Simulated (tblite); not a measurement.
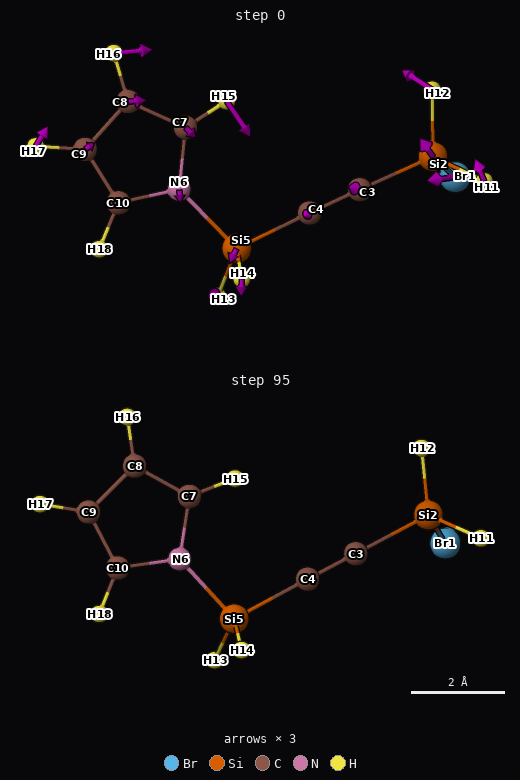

The structure of C6H8BrNSi2 before (top) and after (bottom) a relaxation, at one scale. The purple arrows give the displacements, magnified 3 times.

The picture is a ball-and-stick view, seen at a tilt.

These are results of GFN2-xTB geometry optimisation, gas phase in tblite, not measurements. 

Question: Summarise the run.

Answer: The energy falls by 0.315 eV in 95 geometry steps. The atom that moves furthest after the best rigid fit is H15 (0.33 Å). Largest moves by element: H 0.33 Å, Br 0.26 Å, Si 0.21 Å, C 0.15 Å, N 0.10 Å. Some distances before and after: Si2–C3 1.807 → 1.843 Å, Si5–N6 1.785 → 1.749 Å, C4–Si5 1.817 → 1.851 Å, Si2–H11 1.486 → 1.455 Å. Bond angles that change, for instance: H11–Si2–H12 105.6° → 115.3°, N6–C7–H15 128.4° → 120.2°, H13–Si5–H14 106.6° → 113.7°.
